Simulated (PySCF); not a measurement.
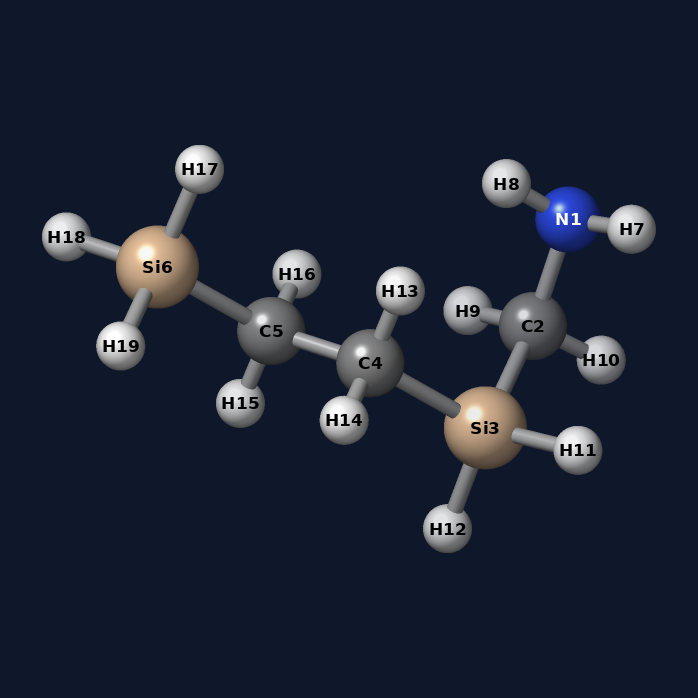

The computed structure is the end point of a GFN2-xTB optimisation. No frequency run is at hand to confirm it as a minimum. Electric field gradients from the ground-state density, PBE0/pcSseg-1 (PySCF 2.14.0), non-relativistic apart from any core potentials.

Give the largest field-gradient component, the quadrupole coupling constant and the asymmetry for 14N at N1 (Q = 20.44 mb).

| atom | V_zz (a.u.) | e²qQ/h (MHz) | η |
| --- | --- | --- | --- |
| N1 | −1.127 | −5.41 | 0.15 |

The geometry is semi-empirical. Around Si such bond lengths and angles can be off by a tenth of an ångström or more and by several degrees, and values that hang on the shape move with them.
